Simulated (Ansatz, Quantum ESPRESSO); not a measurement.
**Si3N4 (001), beta: biaxial strain and the free axis**

A thin film takes the in-plane lattice of its substrate and is free along the normal. How do the free axis and the stress follow the misfit? The strained cell has c along the film normal; unstrained it is a = 7.6215 Å, b = 7.6215 Å, c = 2.9086 Å, α = 90.00°, β = 90.00°, γ = 120.00°, with 14 atoms.

Calculated with Quantum ESPRESSO 7.5, PBEsol, PseudoDojo 0.4.1 norm-conserving potentials, cutoff 1170 eV, Fermi–Dirac smearing 0.02 eV, k-mesh 4×4×9, no spin polarisation, no spin-orbit coupling.

| ε∥ (%) | a (Å) | c (Å) | ε⊥ (%) | σ (GPa, tension positive) |
| --- | --- | --- | --- | --- |
| −3 | 7.3928 | 2.9519 | 1.488 | −17.22 |
| −2 | 7.4690 | 2.9357 | 0.933 | −11.37 |
| −1 | 7.5452 | 2.9215 | 0.446 | −5.61 |
| 0 | 7.6215 | 2.9086 | 0.000 | 0.01 |
| 1 | 7.6977 | 2.8972 | −0.390 | 5.42 |
| 3 | 7.8501 | 2.8783 | −1.040 | 15.45 |

**Question.** Fit both responses and give the free strain and the stress at +2 %, a row left out above.

Least squares with y = y0 + y1 ε + y2 ε² (ε in %) gives ε⊥ = 0.001 + (−0.4203) ε + (0.0247) ε² and σ = 0.00 + (5.457) ε + (−0.099) ε² GPa. The linear terms put the ratio of free to applied strain at −0.420 and the biaxial modulus at 546 GPa.

At +2 % the free strain comes out as −0.741 %. The run itself gives −0.732 %, so the estimate misses by 0.009 %; the fitted rows themselves lie up to 0.007 % off the law.

The stress comes out as 10.51 GPa. The run itself gives 10.58 GPa, so the estimate misses by 0.07 GPa; the fitted rows themselves lie up to 0.07 GPa off the law.

With c as the unique axis, zero normal stress gives ε⊥/ε∥ = −2C13/C33 for relaxed atoms, so 2C13/C33 is about 0.42.

The negative ε² term means that the crystal stiffens in compression and softens in tension.

The same fit over all rows at other levels or in other programs gives the strain ratio = −0.435 with PBEsol (Ansatz) and −0.433 with PBEsol (Quantum ESPRESSO, GBRV).

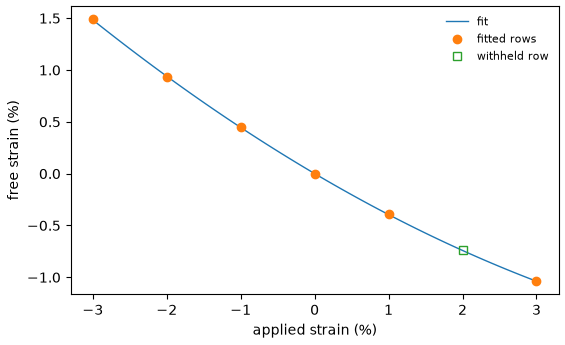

The fitted law, the rows behind it and the withheld row.
